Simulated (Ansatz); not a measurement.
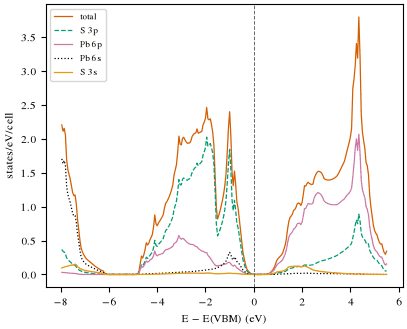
*Total and projected density of states of PbS (rock salt, Fm-3m), the program Ansatz at the PBE level (PAW)*

Task: Which orbitals carry the states next to the gap?

Result: Top 1 eV of the valence band: S 3p 72 %, Pb 6s 17 %, Pb 6p 9 %. Bottom 1 eV of the conduction band: Pb 6p 69 %, S 3s 15 %, S 3p 10 %. Projections are on Löwdin-orthogonalised atomic valence shells; empty p or d shells of many metals are not among them.

Task: Where is the tallest occupied peak in this window, and what makes it?

Result: Near -1.9 eV, about 2.5 states/eV per cell; the largest projected share is S 3p.

Symmetry was held in the PBE relaxation. Scalar-relativistic: spin–orbit coupling is off unless named, which matters more the heavier the elements.

Potentials: the earlier of the program's two PAW sets.
